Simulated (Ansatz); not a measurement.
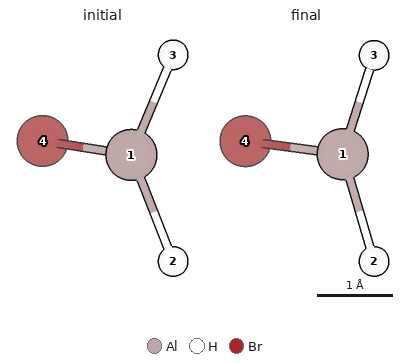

The structure of AlH2Br before (left) and after (right) a relaxation, at one scale.

The picture is a ball-and-stick view, seen from a free direction.

It is one of the separated products of a reaction.

Method: RKS PBE0-D4/def2-TZVP (Ansatz).

Input
```yaml
crystal:
  periodic: [false, false, false]
  atoms:
    - {symbol: Al, position_ang: [-0.739078, -0.390132, -0.058271]}
    - {symbol: H, position_ang: [-0.532194, -1.790100, -0.752454]}
    - {symbol: H, position_ang: [-1.849908, 0.659986, -0.442866]}
    - {symbol: Br, position_ang: [0.130332, -0.191975, 2.073999]}
basis:
  gaussian: {orbitals: def2-TZVP}
hamiltonian: {xc: pbe0, dispersion: d4}
relax: {f_tol: 0.005, max_steps: 200}
```

Question: What changed between the two?

Answer: After 3 geometry steps the energy has fallen by 2.03 kcal/mol. Largest force component: 0.94 eV/Å at the start, 0.00099 eV/Å at the end. The atom that moves furthest after the best rigid fit is Al1 (0.14 Å). By element the largest moves are Al 0.14 Å, H 0.05 Å, Br 0.04 Å. Among the contacts that change: Al1–Br4 2.311 → 2.256 Å.
